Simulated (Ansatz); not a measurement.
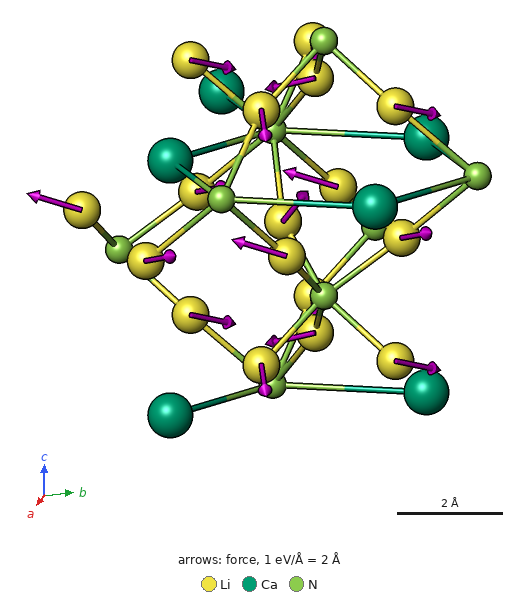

Starting geometry of a crystal of Li₆CaN₂ (a generated structure, set up in P312) (coarse preliminary run) with the computed forces as purple arrows. The picture is a ball-and-stick view of the atoms within 5.0 Å of the atom that moves most (axes of the cell of the calculation), seen from a free direction.

Computed with DFT PBE, scalar-relativistic, plane waves, PAW in Ansatz. Set-up: plane-wave cutoff 420 eV; k-point mesh 6 × 6 × 4; occupations gaussian; smearing width 0.1 eV; no spin polarisation; cell and atoms relaxed; force threshold 0.04 eV/Å; at most 70 steps.

### Is this structure relaxed? If not, where do the atoms go?

It isn't relaxed: the largest force vector, on Li atoms, is 0.56 eV/Å. The final displacements follow the starting forces only in part (cosine between the two patterns 0.78). The largest moves relative to the cell, 0.34 Å, are those of Li atoms. N and Ca stay in place. The volume changes by +11.6 %, with a = b 5.182 → 5.429 Å (+4.8 %), c 5.045 → 5.128 Å (+1.7 %). Near-neighbour distances that change, for instance: Ca–Li 2.659 → 3.020 Å, Ca–Li 3.228 → 3.039 Å, Ca–N 2.992 → 3.135 Å, Li–N 1.872 → 1.971 Å. Bond angles that change, for instance: Li–N–Li 114.9° → 133.2°, Li–N–Li 152.4° → 134.3°, Li–N–Li 153.0° → 135.7°. The space group stays P312 (No. 149). The energy falls by 74.8 meV per atom in 3 accepted moves (4 points after the start). Largest force component: 0.52 eV/Å at the start, 0.015 eV/Å at the end. The pressure goes from 4.22 to 0.16 GPa. The SCF was repeated once at an unchanged geometry on a basis and grid sized afresh for the cell, which shifted the energy by 2.4 meV per atom at most.
